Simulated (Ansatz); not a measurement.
GaH2···HCl (doublet)

```xyz
5

Ga    0.0000    0.0000   -1.0146
Cl    0.0000    0.0000    4.2235
H     1.3754    0.0000   -1.8120
H    -1.3754    0.0000   -1.8120
H     0.0000    0.0000    5.4951
```

Theory: UHF/def2-SVP (Ansatz 0.2.0).

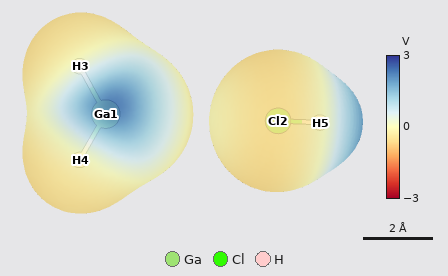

Figure 1. The molecular electrostatic potential painted on the density surface at 0.001 e/bohr³, seen at a tilt; the colour scale runs from red (negative) to blue (positive).

> Which sites attract a positive test charge, and which a negative one?

A positive charge is drawn to the negative regions and a negative charge to the positive ones. The most negative region (about −0.6 V) lies over Cl2 and H4, the most positive (about +2.2 V) over Ga1.

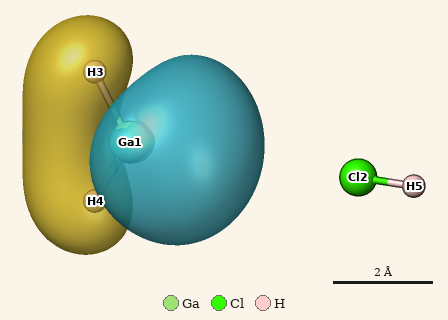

Figure 2. The HOMO (α) at ±0.06 Å⁻³ᐟ² (yellow and cyan are the two phases), seen at a tilt.

> Where does this orbital lie, and at what energy?

Its weight (Hirshfeld) is mainly on Ga1 (about 80 %), H3 (about 10 %) and H4 (about 10 %); it is symmetric in the molecular plane (an in-plane orbital: σ, lone-pair or in-plane π type). Its energy is −8.01 eV.

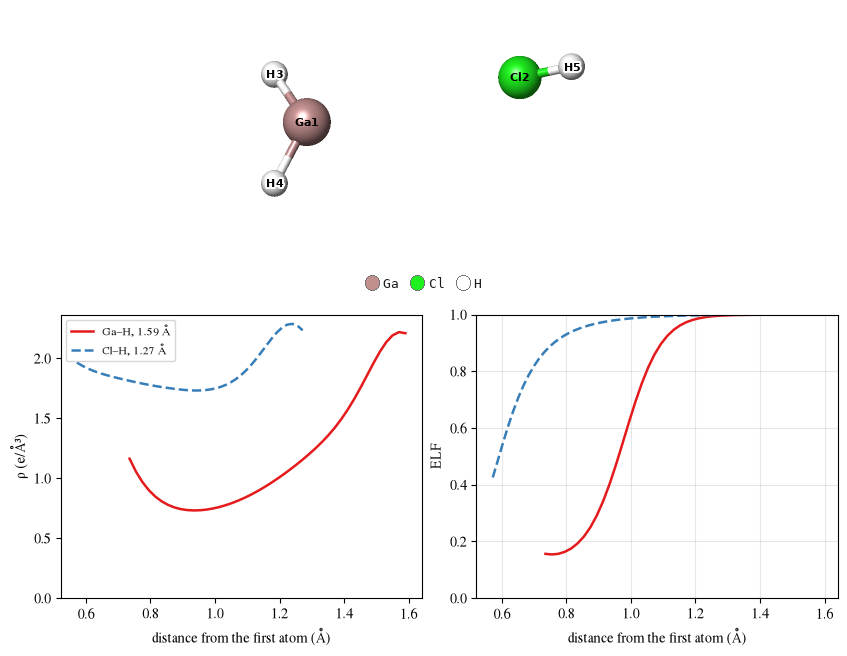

Figure 3. Electron density and ELF along straight lines between neighbouring atoms. The curves leave out the atomic cores. The structure is drawn too.

> Compare the contacts.

Ga–H (1.59 Å): ρ at the midpoint is about 0.9 e/Å³; the ELF climbs to about 1 towards the hydrogen.
Cl–H (1.27 Å): ρ is about 1.9 e/Å³ halfway; the ELF climbs to about 1 towards the hydrogen.
